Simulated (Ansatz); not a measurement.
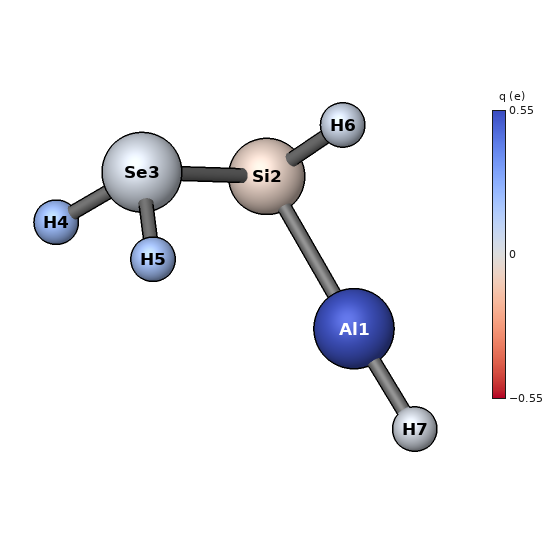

Atoms are coloured by their Mulliken charges. The species has charge +1 and is a spin singlet. Computed geometry: PBE0-D4/def2-TZVP optimisation. No frequency run is at hand to confirm it as a minimum. Method: RKS PBE0-D4/def2-TZVP (Ansatz 0.2.0).

List the Mulliken charges.

```csv
atom,value (e)
Al1,0.53
Si2,−0.06
Se3,0.04
H4,0.22
H5,0.19
H6,0.06
H7,0.03
```

Mulliken values depend strongly on the basis set and can even reverse the polarity of a bond.
